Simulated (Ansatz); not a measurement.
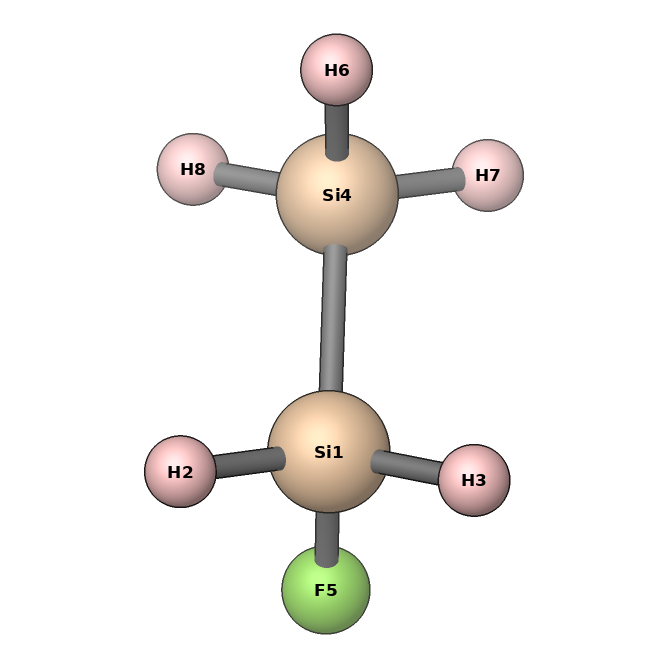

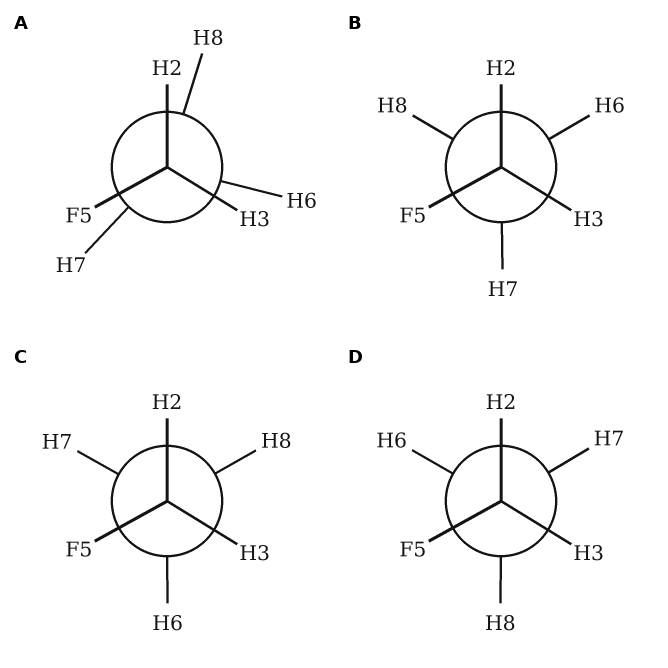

Depth is shown by fading: the farther an atom, the more it takes the colour of the background. Bonds that would overlap in a projection are set slightly apart. Computed geometry: PBE0-D4/def2-TZVP optimisation.

### Which Newman projection shows the view along Si1–Si4, with Si1 in front?

B. The torsion angle F5–Si1–Si4–H6 is 179°, antiperiplanar (anti).
